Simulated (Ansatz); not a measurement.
Consider WS₂ (space group P6_3/mmc, No. 194; a = 3.115 Å, c = 11.772 Å; layered, stacked along the Cartesian z axis). Axes: x lies along a and z along c of the hexagonal cell.

Perturbation: biaxial strain −0.60 %, plane normal [001], relaxed out of plane (Cartesian); in-plane vectors clamped, the third vector and the atoms free.

Method: PBEsol-D3(BJ), PAW, 420 eV (Ansatz, a quantum-chemistry and plane-wave program; no spin-orbit coupling).

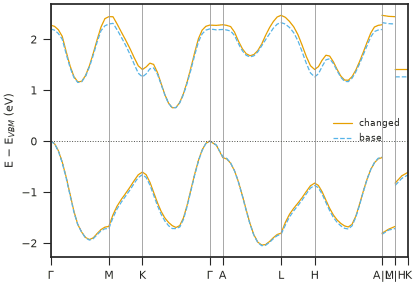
Figure: Highest valence and lowest conduction band along the path, each from its own valence-band maximum

Q: From the figure, how large is the changed gap, and is it direct?

A: About 0.7 eV, indirect, Γ → K–Γ (44 % along).

Spin-orbit coupling, missing from the scalar runs, can matter with W. Stability against distortions was not tested.
